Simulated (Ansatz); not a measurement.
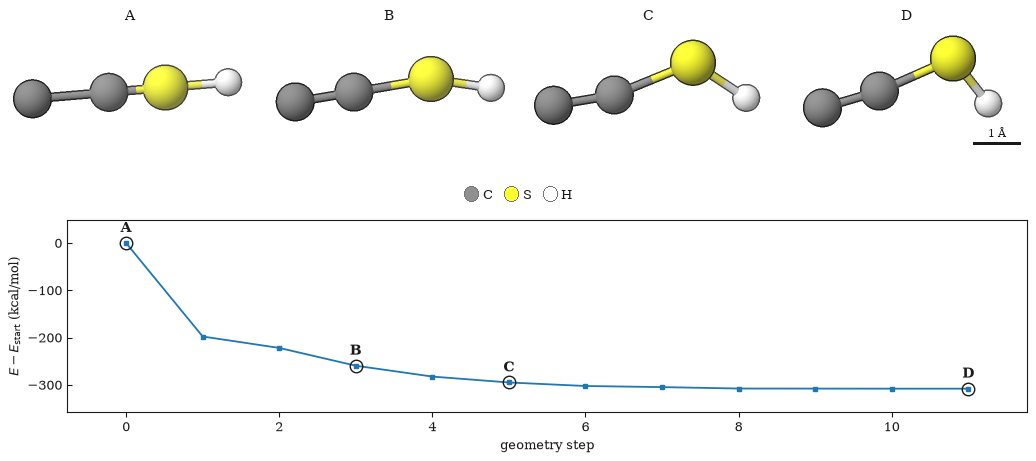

Frames of a relaxation of C₂HS (charge −1), marked on the history of the run. A ball-and-stick model, seen at a tilt.

It is one of the separated reactants of a reaction.

The calculation used Ansatz, RKS PBE-D4/def2-SVPD. Settings: force threshold 0.03 eV/Å; at most 250 steps.

Question: What happens along the run?

Answer: The largest move after the best rigid fit is that of the S atom, 0.71 Å. By element the largest moves are S 0.71 Å, H 0.60 Å, C 0.37 Å. Near-neighbour distances that change, for instance: C–S 1.225 → 1.716 Å, C–C 1.655 → 1.266 Å, H–S 1.360 → 1.380 Å. Among the angles between lasting bonds that change: C–S–H 180.0° → 102.0°, C–C–S 180.0° → 171.6°. After 11 geometry steps the energy has fallen by 307.9 kcal/mol. Largest force component: 45 eV/Å at the start, 0.0083 eV/Å at the end. Cost: 9 s on 2 threads of AMD EPYC 7R32 (shared host). From step 0 to 3: a C atom moves most (0.31 Å), energy −259.4 kcal/mol. From step 3 to 5: the S atom moves most (0.39 Å), energy −35.5 kcal/mol. From step 5 to 11: the H atom moves most (0.37 Å), energy −13.1 kcal/mol.

```tsv
step	E − E(0), kcal/mol	largest force component, eV/Å
0	0.00	44.5702
1	-197.59	15.7015
2	-221.74	8.8715
3	-259.35	3.9097
4	-282.31	2.5444
5	-294.80	2.6269
6	-302.24	1.0807
7	-304.59	0.9190
8	-307.59	0.6070
9	-307.73	0.2378
10	-307.88	0.1976
11	-307.89	0.0083
```
